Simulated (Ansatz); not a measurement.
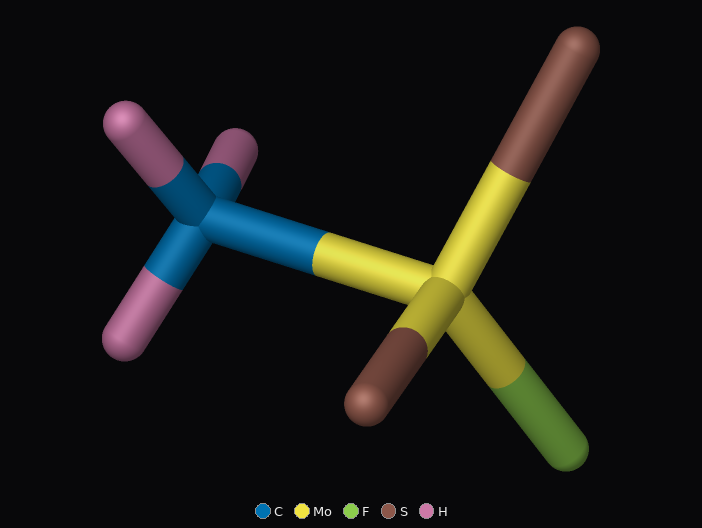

Every bond is drawn as one stick, whatever its order.

The species is neutral and a spin singlet.

What is the molecular formula?

Answer. CH3FMoS2, 8 atoms: 1 carbon, 3 hydrogen, 1 fluorine, 1 molybdenum and 2 sulfur.

Which point group does it belong to?

Answer. Cs.

Count the bonded pairs by element.

Answer. 3 C–H, 2 Mo–S, 1 C–Mo, 1 F–Mo.

What is its SMILES?

Answer. [CH3][Mo]([F])(=[S])=[S]

The parts below concern this one geometry. Atoms keep their numbers from picture to picture. The geometry was computed by an optimisation with PBE0-D4/def2-TZVP.

Geometry

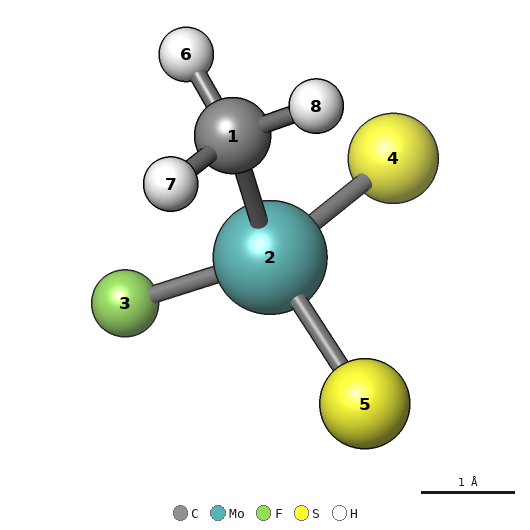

Describe the coordination of atom 1.

Answer. C1 has 4 neighbours (Mo2 at 2.08, H6 at 1.09, H7 at 1.09, H8 at 1.09 Å); the arrangement is tetrahedral.

How are the neighbours of atom 2 arranged?

Answer. Mo2 has 4 neighbours (C1 at 2.08, F3 at 1.84, S4 at 2.09, S5 at 2.09 Å); the arrangement is tetrahedral.

Electronic properties

Properties computed with RKS r2SCAN-D4/def2-TZVPP, core potentials on Mo (Ansatz 0.2.0).

Estimate the LUMO energy (Kohn–Sham orbital).

Answer. −4.14 eV.

What is the HOMO energy (Kohn–Sham orbital)?

Answer. −6.68 eV.

Give the dispersion correction at this level.

Answer. −6.0 kJ/mol.

Give the dipole moment at this level.

Answer. 2.07 D.

Charges

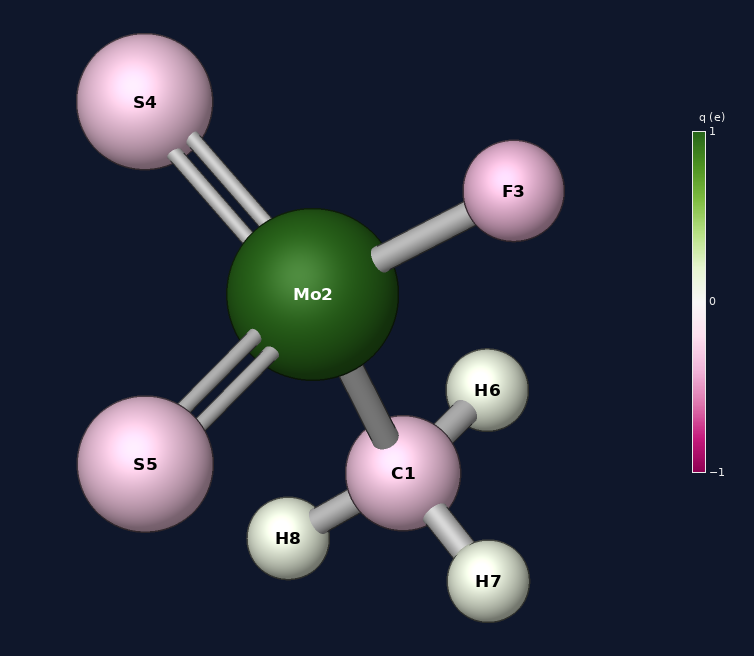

Atoms are coloured by their Mulliken charges. Level of theory: RKS r2SCAN-D4/def2-TZVPP, core potentials on Mo (Ansatz 0.2.0).

Which atom carries the highest charge (most positive or least negative)?

Answer. Mo2 (0.99 e).

And the lowest?

Answer. F3 (−0.37 e).

List the Mulliken charges.

```json
{"atom": "C1", "value (e)": "−0.32"}
{"atom": "Mo2", "value (e)": "0.99"}
{"atom": "F3", "value (e)": "−0.37"}
{"atom": "S4", "value (e)": "−0.31"}
{"atom": "S5", "value (e)": "−0.31"}
{"atom": "H6", "value (e)": "0.11"}
{"atom": "H7", "value (e)": "0.11"}
{"atom": "H8", "value (e)": "0.11"}
```

Thermal motion

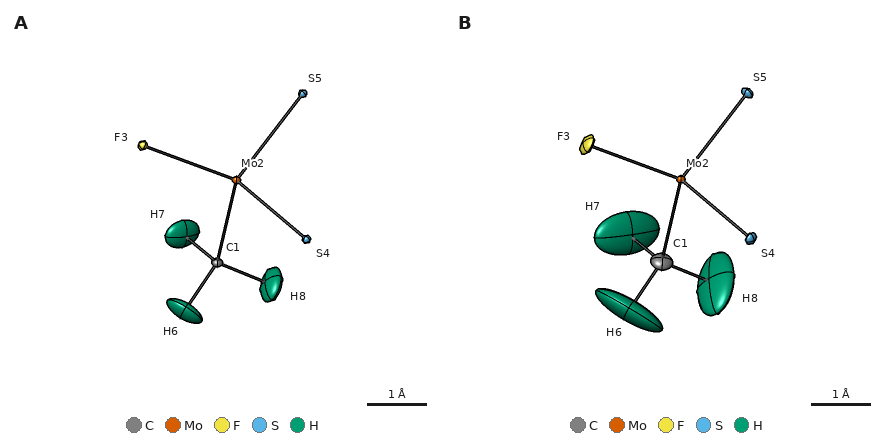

Displacement ellipsoids at the 50 % level, from the internal vibrations of the free molecule (harmonic, no overall translation or rotation; no half-axis is drawn under 0.075 Å). Vibrations computed with RKS PBE0-D4/def2-TZVP, core potentials on Mo (Ansatz 0.2.0). One panel is for 100 K, the other for 600 K.

Which panel is for 600 K?

Answer. B.

How much does the mean-square displacement of F3 grow, and why?

Answer. U_eq goes from 0.0028 to 0.0105 Å², a factor of 3.7. Modes below kT (417 cm⁻¹ at 600 K) grow about in proportion to T, and the lowest lies at 163 cm⁻¹; the mean-square amplitude of a mode is its zero-point value times coth(ħω/2kT), which comes close to 1 only above about 3kT.

Mulliken values depend strongly on the basis set and can even reverse the polarity of a bond.
